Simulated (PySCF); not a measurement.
**Al$_{2}$Cl$_{4}$H$_{2}$O$_{2}$: density, localisation and related maps**

Input file:

```
{"job": {"kind": "nmr", "xc": "PBE0", "basis": {"default": "pcSseg-1", "Al": "pcSseg-2"}}, "charge": 0, "multiplicity": 1}
Al    -0.109337     1.376401    -0.233077
Cl    -1.268815     2.575248     1.032025
Cl     0.858207     2.289105    -1.849197
O      0.962712     0.189940     0.678313
Al     0.134368    -1.390018     0.232199
Cl    -0.838524    -2.293393     1.850946
Cl     1.292273    -2.604780    -1.019207
O     -0.929668    -0.205271    -0.688687
H      1.689877     0.356574     1.283731
H     -1.666444    -0.370553    -1.282647
```

Run with:

```sh
OMP_NUM_THREADS=1 python probes_run.py task.json out
```

Geometry: PBE0-D3(BJ)/def2-SVP.

Method: PBE0/pcSseg-1 Al:pcSseg-2, SCF density, gas phase, non-relativistic in PySCF.

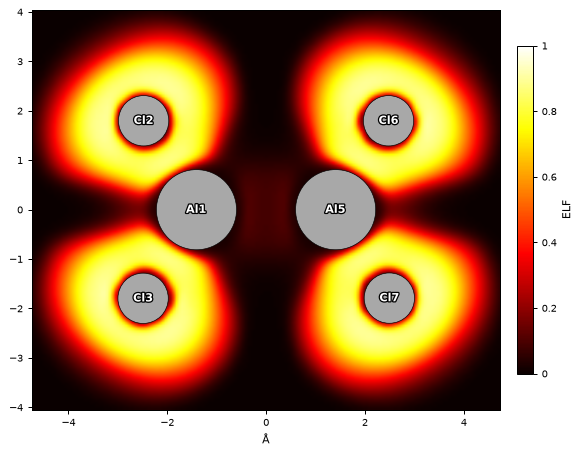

Figure 1. Electron localisation function on the plane of atoms Cl2, Al1 and Cl3. Grey discs cover the atomic cores.

Question: What does the map show?

Answer: The section cuts through Al and Cl sites.
Al–Cl (2.09 Å): the ELF peaks at about 0.85 in the valence shell of Cl, 0.9 Å from its nucleus, and is about 0.85 at the midpoint.
The ELF also peaks beside Cl3, Cl7, Cl2 and Cl6, away from the bonds: lone-pair regions.

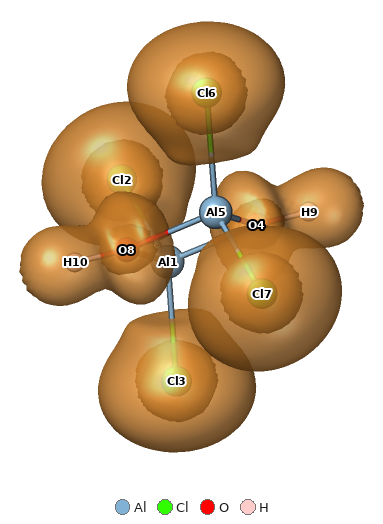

Figure 2. Isosurface of the electron localisation function at 0.75 (orange), seen at an oblique angle. Core shells and regions of very low density are left out.

Question: Identify the bonds, lone pairs and shells in this picture.

Answer: The surface consists of four regions on Cl in which the atom's valence shell and bonds are merged and two joined regions spread over several atoms (H, O), in which their bonds and any lone pairs are merged. Along the contacts the grid gives the following. Al–O (1.84 Å): the ELF peaks at about 0.90 in the valence shell of O, 0.6 Å from its nucleus, and is about 0.55 at the midpoint.

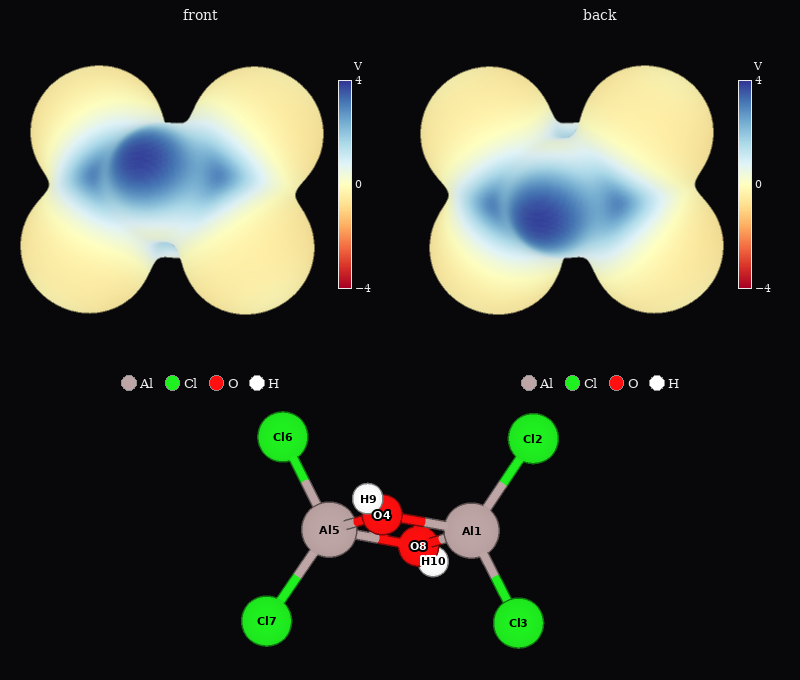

Figure 3. The electrostatic potential painted on the density surface at 0.002 e/bohr³, seen from the front and from behind; red is negative and blue positive. The bare structure is drawn below in the same view.

Question: Which sites attract a positive test charge, and which a negative one?

Answer: A positive charge is drawn to the negative regions and a negative charge to the positive ones. The most negative region (about −0.6 V) lies over Cl2, Cl3, Cl6 and Cl7, the most positive (about +3.8 V) over H9 and H10.
